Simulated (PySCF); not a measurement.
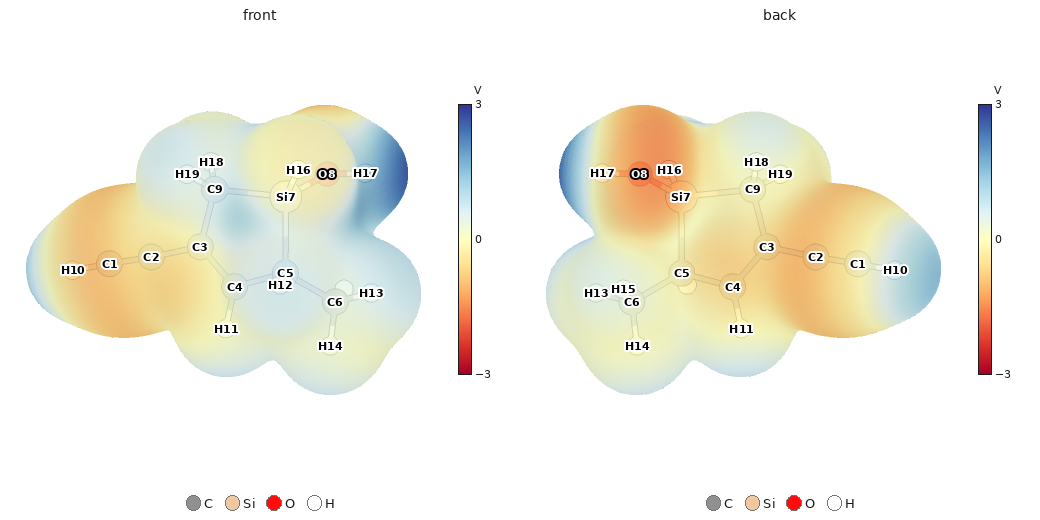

C₇H₁₀OSi. The molecular electrostatic potential painted on the density surface at 0.002 e/bohr³, seen from the front and from behind; red is negative and blue positive.

Geometry: PBE0-D3(BJ)/def2-SVP.

Computed with PBE0/pcSseg-1, SCF density, gas phase, non-relativistic in PySCF 2.14.0.

```xyz
19

C     3.7999   -0.4866   -0.9329
C     2.6754   -0.3257   -0.5029
C     1.3574   -0.1843    0.0232
C     0.5842    0.8973   -0.2261
C    -0.7956    0.9867    0.3668
C    -1.8596    1.4397   -0.6327
Si   -1.0096   -0.7673    1.0726
O    -1.9266   -1.7479    0.0788
C     0.7918   -1.2791    0.9082
H     4.7937   -0.6177   -1.3184
H     0.9567    1.7069   -0.8644
H    -0.7717    1.7074    1.2085
H    -2.8442    1.5494   -0.1507
H    -1.6056    2.4149   -1.0798
H    -1.9661    0.7142   -1.4539
H    -1.5685   -0.7874    2.4612
H    -2.8803   -1.6348    0.1112
H     0.9195   -2.2749    0.4541
H     1.3148   -1.3051    1.8797
```

> Describe the electrostatic potential map.

The most negative region (about −1.5 V) lies over O8, the most positive (about +2.5 V) over H17. O8 is the likeliest acceptor of a hydrogen bond.
